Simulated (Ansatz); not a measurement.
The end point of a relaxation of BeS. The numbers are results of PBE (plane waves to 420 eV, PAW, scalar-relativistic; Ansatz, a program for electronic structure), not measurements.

F-43m (No. 216), cF8, zinc blende type; a = b = c = 4.8761 Å, α = β = γ = 90.00°.

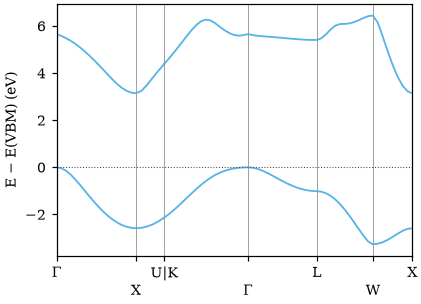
Figure. Highest filled and lowest empty band along the path of this cell's Brillouin zone

### Question
Read off the gap and say whether it is direct.

### Answer
3.15 eV, indirect (valence top at Γ, conduction bottom at X) (no spin-orbit coupling).

### Question
How far does the top valence band disperse along this path?

### Answer
About 3.3 eV.

No spin polarisation in the result.

The run could not lose the symmetry of its start.

It was reached from a disturbed copy of a P-6m2 (No. 187) cell (AFLOW prototype AB_hP2_187_d_a (B_h, as in WC)), against which it lies -0.95 eV/atom.
